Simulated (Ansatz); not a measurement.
Frequency calculation of SiH$_{2}$BrOF$_{3}$

The run: frequency calculation of SiH$_{2}$BrOF$_{3}$. Method and program: RKS B3LYP-D4/def2-SVP (Ansatz 0.2.0).

It belongs to a series of runs on one base structure; here: vibrations at the highest image of the band.

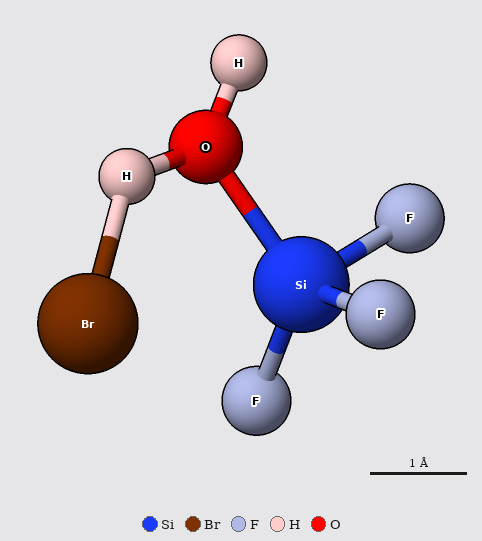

Figure 1. The structure (ball-and-stick view, seen at a tilt). Bond lengths as drawn: Br–H 1.79 Å, F–Si 1.59 to 1.62 Å, H–O 0.97 to 1.14 Å and O–Si 1.76 Å.

The input
```yaml
crystal:
  periodic: [false, false, false]
  atoms:
    - { symbol: Si, position_ang: [-0.479193, -0.180481, -0.506741] }
    - { symbol: Br, position_ang: [2.189828, -0.710054, -0.350326] }
    - { symbol: F, position_ang: [-0.715411, -1.749859, -0.655727] }
    - { symbol: F, position_ang: [-0.134694, 0.669775, -1.813206] }
    - { symbol: F, position_ang: [-1.971207, 0.354221, -0.171354] }
    - { symbol: H, position_ang: [1.259368, 0.165215, 0.898047] }
    - { symbol: O, position_ang: [0.152164, 0.389286, 1.029249] }
    - { symbol: H, position_ang: [-0.300855, 1.061796, 1.56996] }
basis:
  gaussian: { orbitals: def2-SVP }
hamiltonian:
  xc: b3lyp
  dispersion: d4
phonons: {}
```

Run on 2 threads of INTEL XEON PLATINUM @ 2.30GHz (Emerald Rapids), 24 GiB of memory available, shared host.

Launch command:
```bash
ansatz run input.yaml --threads 2 --pin off --max-ram 3072MiB --backend cpu --events-out ev --progress --plain --runs-dir out
```

The program's output
```
Engine: ansatz 0.2.0, x86_64-unknown-linux-gnu
Functional definition: B3LYP
  parameter a0 = 0.2
  parameter ax = 0.72
  parameter ac = 0.81
  exchange = (1 - a0 - ax)*slater_x + ax*b88_x + a0*exact_x
  correlation = (1 - ac)*vwn_rpa_c + ac*lyp_c
1158 factors; integrals over basis functions are off by at most 4.2e-4 eV
mean field evaluation 1: about -88135.5089 eV, gradient 6.3e1 eV
mean field evaluation 2: about -88128.6238 eV, gradient 9.3e1 eV
mean field evaluation 4: about -88141.7021 eV, gradient 2.7e0 eV
mean field evaluation 8: about -88141.7235 eV, gradient 2.7e-1 eV
mean field -88141.72363463 eV, -3239.1485989667 hartree, gradient 7.0e-5 eV, S^2 0.000000; 0 other end points of the search recorded, 0 dependent functions left out
the calculation of the forces begins
reference -88141.72385528 eV, -3239.1486070753 hartree; 43, 43 occupied and 73, 73 virtual orbitals, 1158 factors
these checks for a lower state are left out or cut short: stability, starts, cluster_reference, orbital_swaps, neighbouring_geometries, increment
1158 factors; integrals over basis functions are off by at most 4.2e-4 eV
mean field evaluation 16: about -88141.7143 eV, gradient 2.2e-1 eV
mean field -88141.72357906 eV, -3239.1485969244 hartree, gradient 9.4e-7 eV, S^2 0.000000; 0 other end points of the search recorded, 0 dependent functions left out
[... from here on the field's lines of each further geometry are left out, up to the last ...]
the calculation of the forces begins
reference -88141.72383318 eV, -3239.1486062631 hartree; 43, 43 occupied and 73, 73 virtual orbitals, 1158 factors
these checks for a lower state are left out or cut short: stability, starts, cluster_reference, orbital_swaps, neighbouring_geometries, increment
1158 factors; integrals over basis functions are off by at most 4.2e-4 eV
mean field -88141.72355401 eV, -3239.1485960036 hartree, gradient 1.1e-6 eV, S^2 0.000000; 0 other end points of the search recorded, 0 dependent functions left out
the calculation of the forces begins
reference -88141.72377459 eV, -3239.1486041101 hartree; 43, 43 occupied and 73, 73 virtual orbitals, 1158 factors
WARN: phonons: modes at or below zero, which the zero-point energy, F, S and C_V leave out: 1, the lowest at -563.89 cm⁻¹. A minimum has none, and a first-order saddle one
Total energy: -88142.04914071 eV, -3239.1605610943 hartree
Atom 0 at    -0.479193    -0.180481    -0.506741 Å, force     0.016925     0.015367     0.022443 eV/Å
Atom 1 at     2.189828    -0.710054    -0.350326 Å, force    -0.006727     0.001609     0.000207 eV/Å
Atom 2 at    -0.715411    -1.749859    -0.655727 Å, force     0.004215    -0.005497    -0.003059 eV/Å
Atom 3 at    -0.134694     0.669775    -1.813206 Å, force    -0.000570    -0.008258    -0.009913 eV/Å
Atom 4 at    -1.971207     0.354221    -0.171354 Å, force    -0.008912     0.006157    -0.000552 eV/Å
Atom 5 at     1.259368     0.165215     0.898047 Å, force     0.017993    -0.012146    -0.008770 eV/Å
Atom 6 at     0.152164     0.389286     1.029249 Å, force    -0.014237     0.013410    -0.004260 eV/Å
Atom 7 at    -0.300855     1.061796     1.569960 Å, force    -0.008688    -0.010642     0.003905 eV/Å
Dipole moment:    -0.216048     0.511147     0.707522 e Å
Vibrations: -563.89 95.62 149.72 183.50 217.24 254.11 353.00 374.87 378.46 529.99 738.31 758.71 853.00 961.44 1028.85 1044.53 1782.61 3721.02 cm⁻¹, zero-point energy 0.832243 eV
```

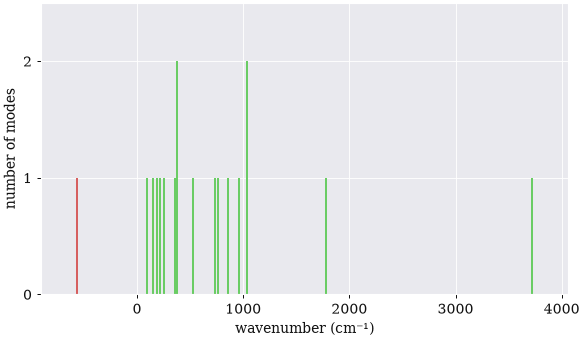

Figure 2. Harmonic vibrational wavenumbers from the force constants; neighbouring modes closer than 19 cm⁻¹ are counted in one stick, and imaginary ones are drawn at negative wavenumbers. 18 modes from 564i to 3721 cm⁻¹, 1 imaginary beyond 8i (564i cm⁻¹): a first-order saddle point, if the geometry is stationary.

Results in brief

| quantity | value |
| --- | --- |
| outcome | converged |
| total energy | −88142.0491 eV |
| mean-field energy | −88141.7239 eV |
| largest force (length of the vector) | 0.032 eV/Å |
| wall time | 60 s (CPU time 1.9 min) |
| peak memory | 0.32 GiB |
